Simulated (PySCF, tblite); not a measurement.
**C₅H₁₃PSi: geometry, infrared bands and NMR shifts**

What infrared bands and NMR shifts should C₅H₁₃PSi (`C=CP(C)[SiH](C)C`) show?

The runs use tblite 0.8.0 and PySCF 2.14.0, with density-fitted response routines of our own; the level of theory stands in each step. All values are computed, except where a source is named. Atoms count from 0, in the outputs and in this text.

## 1. The starting structure

20 atoms, charge 0, multiplicity 1; geometry from: force field or distance geometry start.

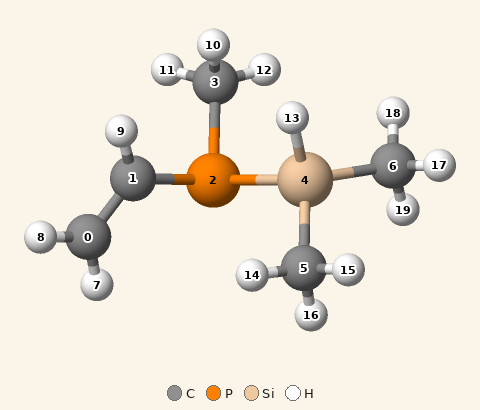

As it starts; carbon grey, phosphorus orange, silicon light orange, hydrogen white, atoms numbered.

## 2. Geometry optimisation with GFN2-xTB

Job settings and geometry (Å):

```
{"job": {"kind": "relax", "xc": "GFN2-xTB", "basis": "xTB"}, "charge": 0, "multiplicity": 1}
C     -2.194100    -2.207000     0.151100
C     -1.844400    -0.950900     0.453900
P     -0.907300     0.041000    -0.785100
C     -1.632300     1.710500    -0.447800
Si     1.050100     0.274000     0.274100
C      1.859400    -1.381000     0.377700
C      2.079600     1.497800    -0.674100
H     -1.967700    -2.650100    -0.804800
H     -2.746100    -2.815000     0.866000
H     -2.106700    -0.552200     1.443200
H     -1.606600     1.960200     0.622300
H     -2.681400     1.727000    -0.759000
H     -1.103000     2.480900    -0.986100
H      0.765000     0.799200     1.623000
H      1.247300    -2.082100     0.944600
H      2.828300    -1.305400     0.900800
H      2.045400    -1.802900    -0.608600
H      3.048100     1.635300    -0.185900
H      1.588200     2.474700    -0.721100
H      2.272900     1.156700    -1.687400
```

The run is started by

```sh
> OMP_NUM_THREADS=1 python probes_run.py task.json out
```

This one command runs all jobs of the session in turn.

**Question.** This job is followed by: GFN2-xTB harmonic vibrations, gas phase; GIAO PBE0/pcSseg-1 NMR shielding, non-relativistic, gas phase. Predict these results of the whole session: strongest single infrared mode (GFN2-xTB); zero-point energy (GFN2-xTB); 13C shifts against TMS (PBE0/pcSseg-1, means over atoms taken as alike); 1H shifts against TMS (PBE0/pcSseg-1, means over atoms taken as alike); 31P shifts against H3PO4 (PBE0/pcSseg-1); 29Si shifts against TMS (PBE0/pcSseg-1).

**Answer**, as computed:

| quantity | value |
| --- | --- |
| strongest single infrared mode (GFN2-xTB) | 2100 cm⁻¹, 295 km/mol |
| zero-point energy (GFN2-xTB) | 101.0 kcal/mol |
| 13C shifts against TMS (PBE0/pcSseg-1, means over atoms taken as alike) | 148.8, 133.1, 8.8, -4.7 ppm |
| 1H shifts against TMS (PBE0/pcSseg-1, means over atoms taken as alike) | 6.40, 5.99, 5.84, 4.29, 1.28, 0.15 ppm |
| 31P shifts against H3PO4 (PBE0/pcSseg-1) | -126.3 ppm |
| 29Si shifts against TMS (PBE0/pcSseg-1) | -12.9 ppm |

What this shows: Over 87 steps the energy fell by 0.173 eV; of the close pairs, Si4–C5 changed most, 1.845 to 1.901 Å. All 54 modes are real, so the xTB geometry is a minimum. The strongest single mode, at 2100 cm⁻¹, moves mainly H13. Unscaled tight-binding wavenumbers are off by several per cent, some by more. Its intensities can rank the bands wrongly. C1 (alkene CH) lies farthest downfield among carbon, at 148.8 ppm; an sp2 carbon of a C=C bond. H9 (hydrogen on an alkene CH) lies farthest downfield among hydrogen, at 6.40 ppm; olefinic region.
